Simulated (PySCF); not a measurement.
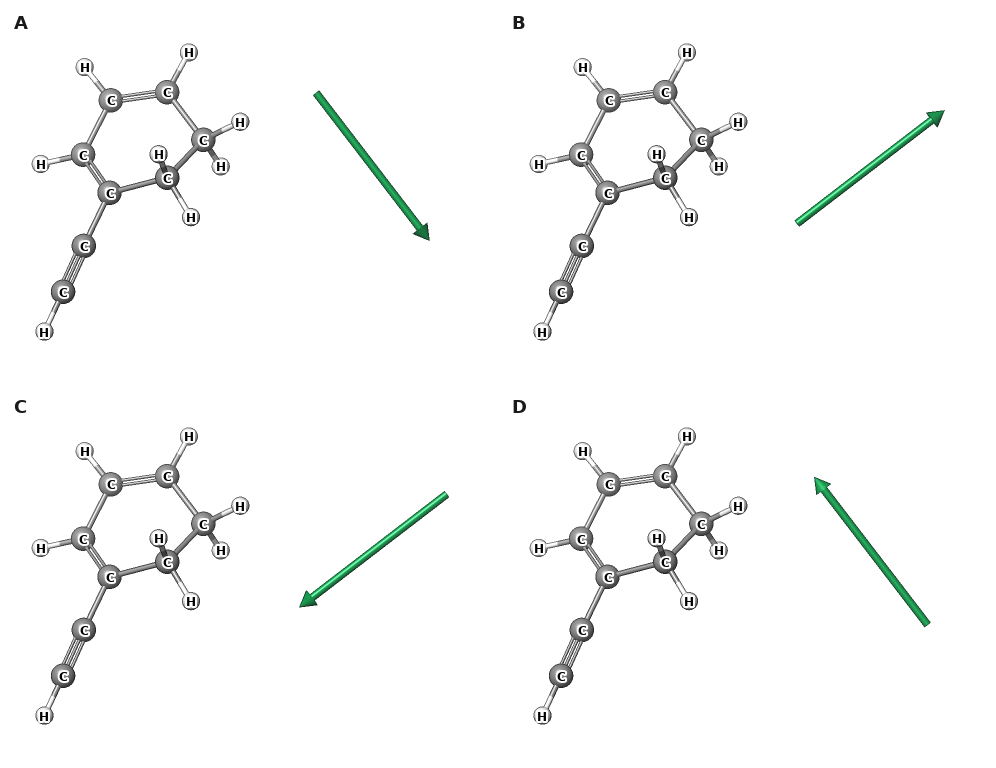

The same molecule four times, each with an arrow. Computed geometry: GFN2-xTB optimisation. No frequency run is at hand to confirm it as a minimum. Properties computed with ωB97X-D/def2-SVPD, gas phase (PySCF 2.14.0).

> Which arrow points along the dipole moment, from the negative to the positive end?

B. The dipole moment is 0.91 D.
